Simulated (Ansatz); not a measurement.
**AlBr2 (SMILES [Br][Al][Br]) at 6 levels**

We compute a comparison of 6 runs (UHF/cc-pVTZ, UB3LYP/6-31G*, U-r2SCAN/cc-pVTZ, U-revPBE/cc-pVTZ, UBLYP/cc-pVTZ, USVWN5/cc-pVTZ) of AlBr2. 

Program for the calculation: Ansatz 0.2.0.

14 further runs of the same task are left out: 14 set aside as unsound or not needed. Runs told in other sessions of the task aren't counted.

### Step 1. The molecule

AlBr2 has 3 atoms, charge 0, and is taken as a doublet. As SMILES, `[Br][Al][Br]`. The Al2–Br3 distance was set to 3.400 Å, away from the relaxed value. At this shape a bond of the SMILES string is far longer than usual.

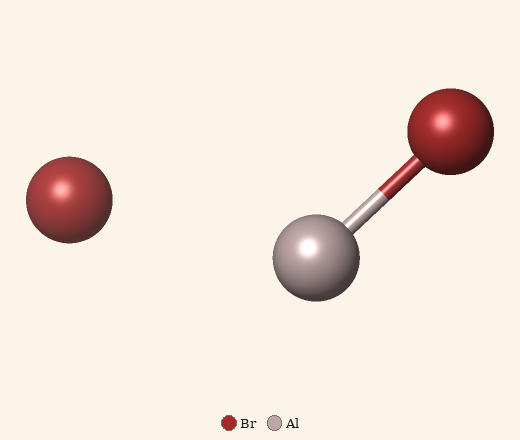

Viewed from a chosen angle; bromine red, aluminium light grey.

### Step 2. The energy at UHF/cc-pVTZ (run 1)

input.yaml reads:

```yaml
crystal:
  periodic: [false, false, false]
  atoms:
    - {symbol: Br, position_ang: [1.484944, 2.280197, 1.050896]}
    - {symbol: Al, position_ang: [1.446944, 0.028497, 0.796696]}
    - {symbol: Br, position_ang: [-1.186900, -1.412700, -0.797800]}
basis:
  gaussian:
    orbitals: cc-pVTZ
magnetization:
  spin_polarized: true
  initial_magnetization: 1
accuracy: high
hamiltonian:
  xc: hf
output: {orbitals: {seedname: orbitals}}
```

On the command line:

```sh
ansatz run input.yaml --threads 1 --pin off --max-ram 2610MiB --events-out events.jsonl --progress --plain --runs-dir runs
```

Standard output:

```text
Warning: RAYON_NUM_THREADS=1 ignored (pool sized by the plan → 1); use --threads N
Functional definition: HF
  name "HF"
  exchange = exact_x
  correlation = 0
1659 factors; integrals over basis functions are off by at most 4.2e-9 eV
mean field evaluation 1: about -146582.4661 eV, gradient 1.3e1 eV
mean field evaluation 2: about -146582.5469 eV, gradient 1.4e1 eV
mean field evaluation 4: about -146584.6187 eV, gradient 2.2e0 eV
mean field evaluation 8: about -146584.9519 eV, gradient 1.0e0 eV
mean field evaluation 16: about -146585.1060 eV, gradient 6.2e-3 eV
mean field evaluation 32: about -146584.9138 eV, gradient 6.8e-1 eV
mean field evaluation 64: about -146584.5928 eV, gradient 1.6e0 eV
mean field evaluation 96: about -146582.0065 eV, gradient 1.8e1 eV
mean field evaluation 128: about -146585.0206 eV, gradient 6.3e-1 eV
mean field evaluation 160: about -146584.7773 eV, gradient 1.2e0 eV
mean field evaluation 192: about -146584.6999 eV, gradient 3.5e-1 eV
mean field evaluation 224: about -146585.1044 eV, gradient 1.5e-1 eV
mean field -146585.10601340 eV, -5386.9032870391 hartree, gradient 5.4e-8 eV, S^2 0.922904; 2 other end points of the search recorded, 0 dependent functions left out
reference -146585.10601340 eV, -5386.9032870391 hartree; 42, 41 occupied and 78, 79 virtual orbitals, 1659 factors
Total energy: -146585.10601340 eV, -5386.9032870391 hartree
```

It took 34 s on 1 thread of Arm Neoverse V2, shared host; peak memory 0.55 GiB.

### Step 3. The energy at UB3LYP/6-31G(d) (spherical functions) (run 2)

in.yaml reads:

```yaml
crystal:
  periodic: [false, false, false]
  atoms:
    - {symbol: Br, position_ang: [1.484944, 2.280197, 1.050896]}
    - {symbol: Al, position_ang: [1.446944, 0.028497, 0.796696]}
    - {symbol: Br, position_ang: [-1.186900, -1.412700, -0.797800]}
basis:
  gaussian: {orbitals: 6-31G_st_-spherical.json}
hamiltonian: {xc: {name: B3LYP}}
output: {orbitals: {seedname: orbitals}}
magnetization: {spin_polarized: true, initial_magnetization: 1}
accuracy: high
```

The basis set 6-31G* is read from a file made from the Basis Set Exchange's data (not shown).

On the command line:

```sh
ansatz run in.yaml --threads 1 --pin off --max-ram 2610MiB --events-out events.jsonl --progress --plain --runs-dir runs
```

Standard output:

```text
Warning: RAYON_NUM_THREADS=1 ignored (pool sized by the plan → 1); use --threads N
Functional definition: B3LYP
  name "B3LYP"
  parameter a0 = 0.2
  parameter ax = 0.72
  parameter ac = 0.81
  exchange = (1 - a0 - ax)*slater_x + ax*b88_x + a0*exact_x
  correlation = (1 - ac)*vwn_rpa_c + ac*lyp_c
1390 factors; integrals over basis functions are off by at most 5.3e-9 eV
mean field evaluation 1: about -146672.6259 eV, gradient 1.4e1 eV
mean field evaluation 2: about -146590.2302 eV, gradient 8.4e1 eV
mean field evaluation 4: about -146674.8337 eV, gradient 6.3e0 eV
mean field evaluation 8: about -146675.2660 eV, gradient 5.9e-1 eV
mean field evaluation 16: about -146675.2722 eV, gradient 2.0e-2 eV
mean field evaluation 32: about -146675.2723 eV, gradient 1.1e-7 eV
mean field evaluation 64: about -146674.5958 eV, gradient 1.2e0 eV
mean field -146675.27229676 eV, -5390.2168368354 hartree, gradient 3.9e-8 eV, S^2 0.765044; 7 other end points of the search recorded, 0 dependent functions left out
reference -146675.27233020 eV, -5390.2168380643 hartree; 42, 41 occupied and 40, 41 virtual orbitals, 1390 factors
Total energy: -146675.27233020 eV, -5390.2168380643 hartree
```

Wall time 40 s (1 thread of Arm Neoverse V2, shared host); peak memory 0.45 GiB.

Runs 3 to 5 aren't shown in full; the table further down has their settings and results.

### Step 4. A single-point energy at USVWN5/cc-pVTZ (run 6)

Changes to input.yaml since step 2:

```diff
@@ -7,10 +7,6 @@
 basis:
-  gaussian:
-    orbitals: cc-pVTZ
-magnetization:
-  spin_polarized: true
-  initial_magnetization: 1
+  gaussian: {orbitals: cc-pVTZ}
+magnetization: {spin_polarized: true, initial_magnetization: 1}
+hamiltonian: {xc: {name: SVWN5}}
 accuracy: high
-hamiltonian:
-  xc: hf
 output: {orbitals: {seedname: orbitals}}
```

On the command line:

```sh
ansatz run input.yaml --threads 1 --pin off --max-ram 2610MiB --events-out events.jsonl --progress --plain --runs-dir runs
```

Standard output:

```text
Warning: RAYON_NUM_THREADS=1 ignored (pool sized by the plan → 1); use --threads N
Functional definition: SVWN5
  name "SVWN5"
  exchange = slater_x
  correlation = vwn5_c
1659 factors; integrals over basis functions are off by at most 4.2e-9 eV
mean field evaluation 1: about -146468.9462 eV, gradient 1.7e1 eV
mean field evaluation 2: about -146334.2278 eV, gradient 9.9e1 eV
mean field evaluation 4: about -146469.0414 eV, gradient 1.3e1 eV
mean field evaluation 8: about -146471.7094 eV, gradient 4.8e-1 eV
mean field evaluation 16: about -146471.7102 eV, gradient 6.3e-4 eV
mean field evaluation 32: about -146470.3001 eV, gradient 2.7e0 eV
mean field evaluation 64: about -146471.6830 eV, gradient 4.0e-1 eV
mean field -146471.71017130 eV, -5382.7360667042 hartree, gradient 2.0e-8 eV, S^2 0.753583; 8 other end points of the search recorded, 0 dependent functions left out
reference -146471.71017393 eV, -5382.7360668008 hartree; 42, 41 occupied and 78, 79 virtual orbitals, 1659 factors
Total energy: -146471.71017393 eV, -5382.7360668008 hartree
```

Run time: 22 s. Hardware: 1 thread of Arm Neoverse V2, shared host; peak memory 0.32 GiB.

### Step 5. Overview of the runs

| run | level | energy (Eh) | HOMO energy (eV) | LUMO energy (eV) | ⟨S²⟩ | wall time |
| --- | --- | --- | --- | --- | --- | --- |
| 1 | UHF/cc-pVTZ | -5386.903287 | -9.37 | -1.56 | 0.923 | 34 s |
| 2 | UB3LYP/6-31G* (spherical functions) | -5390.216838 | -7.25 | -5.44 | 0.765 | 40 s |
| 3 | U-r2SCAN/cc-pVTZ | -5390.815551 | -6.46 | -5.62 | 0.777 | 2.7 min |
| 4 | U-revPBE/cc-pVTZ | -5390.383052 | -6.16 | -5.71 | 0.762 | 41 s |
| 5 | UBLYP/cc-pVTZ | -5390.940435 | -6.08 | -5.74 | 0.756 | 42 s |
| 6 | USVWN5/cc-pVTZ | -5382.736067 | -6.35 | -6.10 | 0.754 | 22 s |

### Step 6. Outcome

```
                                 quantity           value
                      run 6: total energy  -5382.73607 Eh
run 6: HOMO energy (highest over α and β)        -6.35 eV
 run 6: LUMO energy (lowest over α and β)        -6.10 eV
                              run 6: ⟨S²⟩           0.754
```

Totals of different functionals can't be ranked against each other. Spin contamination of the reference: run 1 ⟨S²⟩ = 0.92. All runs together took 5.7 min, the longest 2.7 min.
